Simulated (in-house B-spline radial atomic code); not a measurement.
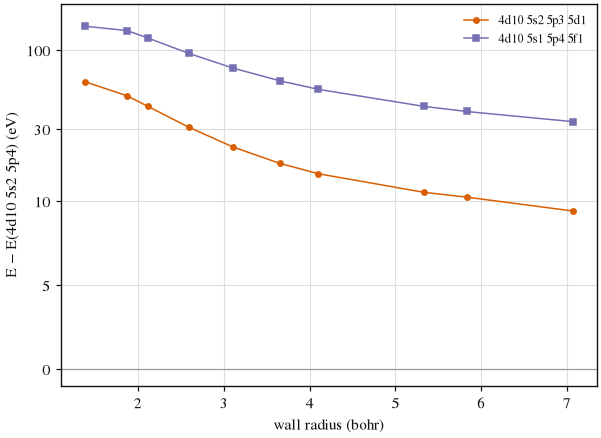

A free Te atom; electrons: [Kr] 4d10 5s2 5p4. It is put inside a hard spherical wall of varying radius. All numbers are computed, not measured: scalar-relativistic (spin-free one-electron X2C) PBE, spherical fractional occupations, Fermi nucleus, hard spherical wall, basis-set limit (an in-house B-spline radial code). The runs are spin-unpolarised. The plot shows the energy of other fillings against the starting one at the same radius, on a scale that is linear within ±10 eV and logarithmic beyond.

> Does confinement change the order of these fillings?

Against 4d10 5s2 5p4: 4d10 5s2 5p3 5d1 lies 9.43 eV above it at 7.07 bohr and never crosses it, ending at 62.0 eV at 1.38 bohr; 4d10 5s1 5p4 5f1 lies 33.8 eV above it at 7.07 bohr and never crosses it, ending at 144.6 eV at 1.38 bohr. At the tightest wall the lowest of the fillings run is 4d10 5s2 5p4; others weren't tried.
